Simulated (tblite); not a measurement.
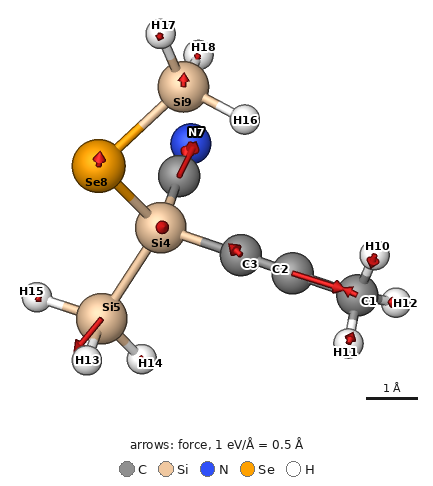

Starting geometry of C4H9NSeSi3 with the computed forces as red arrows. Style: ball-and-stick. Shown at a tilt.

Level of theory: tblite 0.8.0, GFN2-xTB geometry optimisation, gas phase. 

Q: Is this structure relaxed? If not, where do the atoms go?

A: It isn't relaxed: the largest force vector, on a C atom, is 2.40 eV/Å. The final displacements have little in common with the starting forces (cosine between the two patterns 0.18). After 77 geometry steps the energy has fallen by 7.85 kcal/mol. The largest move after the best rigid fit is that of an H atom, 0.37 Å. Largest moves by element: H 0.37 Å, N 0.29 Å, Si 0.28 Å, C 0.21 Å, Se 0.17 Å. Near-neighbour distances that change, for instance: Si–Si 2.219 → 2.332 Å, Se–Si 2.274 → 2.354 Å, C–Si 1.823 → 1.879 Å, C–C 1.474 → 1.442 Å. Among the angles between lasting bonds that change: Si–Se–Si 92.5° → 102.8°, C–Si–Si 109.2° → 119.0°, C–Si–C 109.1° → 101.0°.
